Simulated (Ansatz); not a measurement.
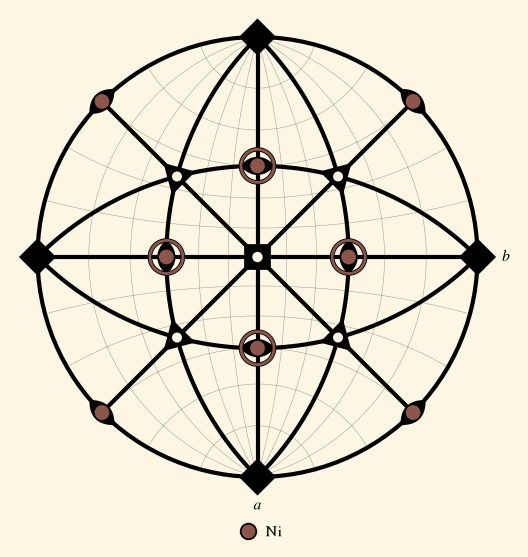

Crystal: Ni, the input geometry of an electronic-structure calculation (not necessarily at equilibrium). Directions from one nickel atom at (0, 0, 0) to its bonded neighbours, in stereographic projection down c (filled: above the plane of the page or in it, open: below). All values are computed from the atomic coordinates in the standard setting (tolerance 0.002 Å).

Neighbours are counted up to 2.80 Å for Ni. The symmetry elements of the site are drawn in: heavy lines are mirror planes (a heavy rim: a mirror in the plane of the page); lens, triangle, square and hexagon are 2-, 3-, 4- and 6-fold axes, a lens in an open square is −4, a triangle in an open hexagon −6; thin dashed diameters join the ends of axes that lie in the page; a small open circle marks inversion.

```cif
data_structure
_symmetry_space_group_name_H-M 'P 1'
_symmetry_Int_Tables_number 1
_cell_length_a 3.5356
_cell_length_b 3.5356
_cell_length_c 3.5356
_cell_angle_alpha 90.000
_cell_angle_beta 90.000
_cell_angle_gamma 90.000
_cell_volume 44.20
loop_
_atom_site_label
_atom_site_type_symbol
_atom_site_fract_x
_atom_site_fract_y
_atom_site_fract_z
_atom_site_occupancy
Ni1 Ni 0.00000 0.00000 0.00000 1
Ni2 Ni 0.00000 0.50000 0.50000 1
Ni3 Ni 0.50000 0.00000 0.50000 1
Ni4 Ni 0.50000 0.50000 0.00000 1
```

> How many neighbours are there, and at what angles?

12: 12 Ni at 2.50 Å. Angles between bonds: 60° (24×), 90° (12×), 120° (24×), 180° (6×).

> What is the site's symmetry in the crystal?

Point group m-3m (Oh), order 48: three fourfold axes, four threefold axes, six twofold axes, nine mirror planes, an inversion centre. In Fm-3m (No. 225) this is Wyckoff position 4a.
